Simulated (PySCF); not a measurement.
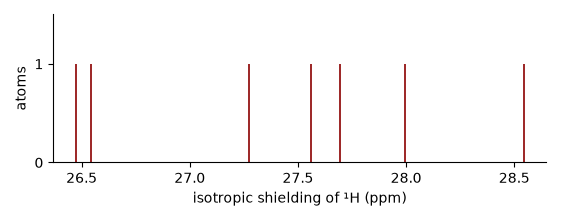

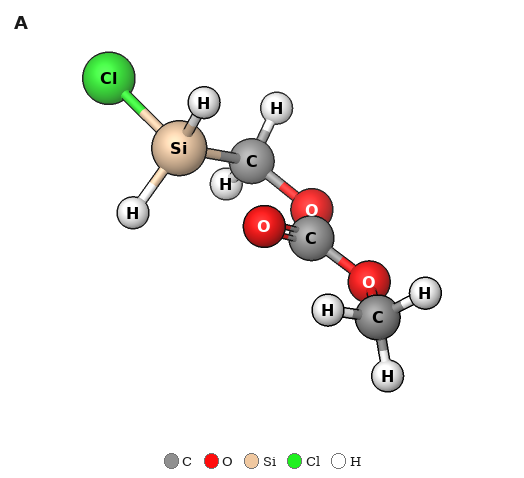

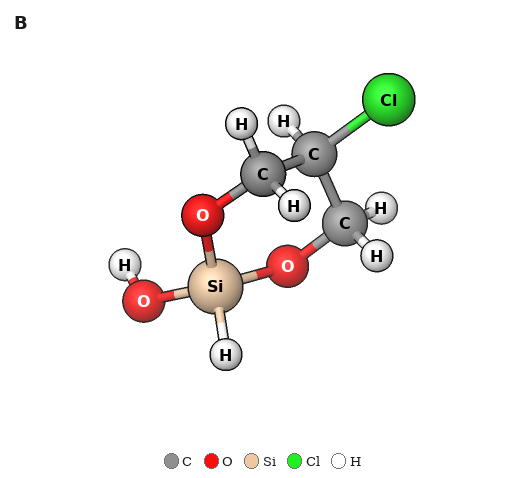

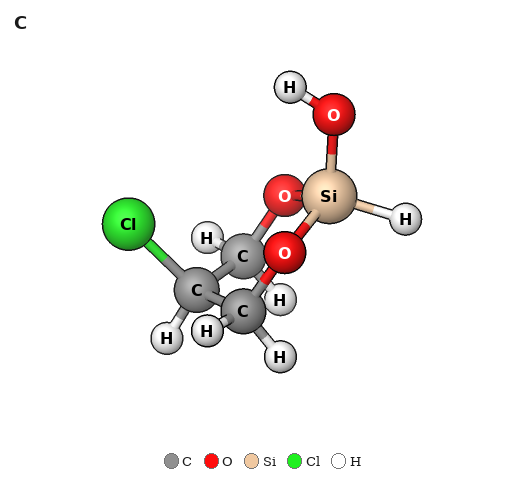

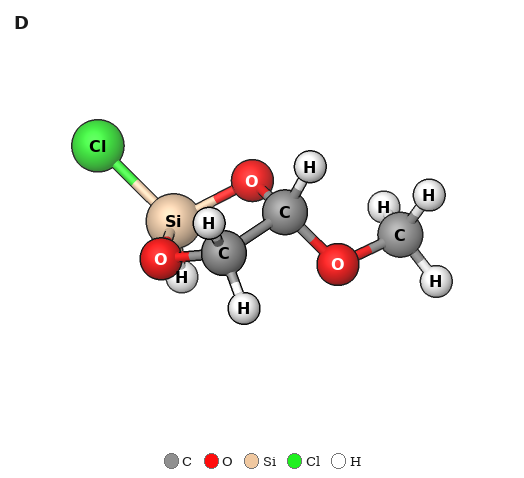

The sticks are computed shieldings of one of the molecules, for one fixed geometry (GFN2-xTB) without averaging over rotations. Low shielding means a high chemical shift. Method: GIAO PBE0/pcSseg-1 NMR shielding, non-relativistic, gas phase (PySCF 2.14.0).

Match the spectrum to a structure.

Answer. D, `CO[C@@H]1CO[Si@@H](Cl)O1`. Its 7 H atoms give lines at 26.47, 26.54, 27.27, 27.56, 27.69, 28.00, 28.54 ppm.

The geometry is semi-empirical. Around Si such bond lengths and angles can be off by a tenth of an ångström or more and by several degrees, and values that hang on the shape move with them.
